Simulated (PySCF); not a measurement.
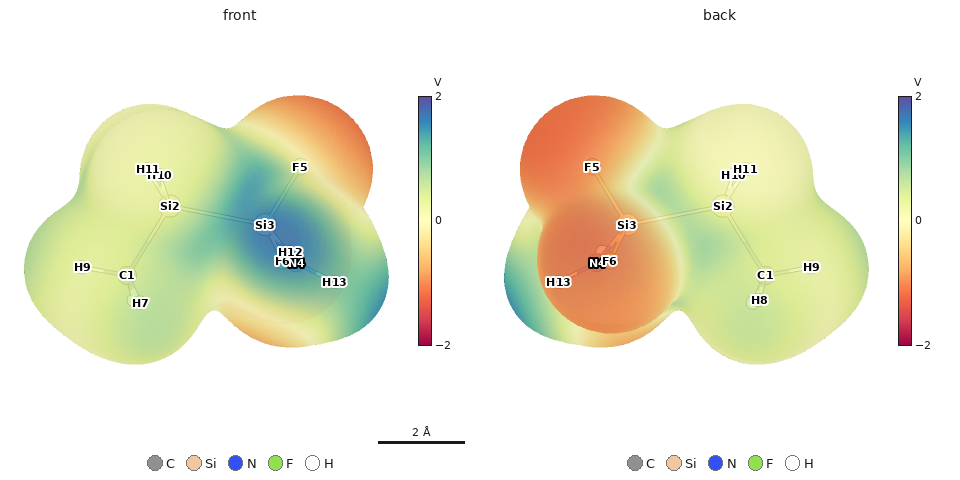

Figure 1: CH7F2NSi2 (SMILES C[SiH2][Si](N)(F)F). The electrostatic potential painted on the density surface at 0.001 e/bohr³, seen from the front and from behind; red is negative and blue positive.

Geometry: GFN2-xTB.

Level of theory: PBE0/pcSseg-1, SCF density, gas phase, non-relativistic (PySCF 2.14.0).

```
atom    x (Å)    y (Å)    z (Å)
   C  -1.8675  -0.9047   0.1781
  Si  -0.9716   0.7675   0.2382
  Si   1.1476   0.5679  -0.5890
   N   2.1805  -0.4710   0.2905
   F   1.8073   2.0221  -0.8399
   F   1.2605   0.0052  -2.0896
   H  -1.3582  -1.6486   0.7850
   H  -1.9195  -1.2906  -0.8367
   H  -2.8841  -0.8192   0.5501
   H  -0.9325   1.2316   1.6369
   H  -1.7657   1.7579  -0.5060
   H   2.2657  -0.4043   1.2888
   H   3.0328  -0.8132  -0.1242
```

Which sites attract a positive test charge, and which a negative one?

A positive charge is drawn to the negative regions and a negative charge to the positive ones. The most negative region (about −1.2 V, or −28 kcal/mol for a unit charge) lies over F5, the most positive (about +1.6 V, or +37 kcal/mol for a unit charge) over H12.

What dipole moment does the calculation give?

Its dipole moment is 2.97 D.
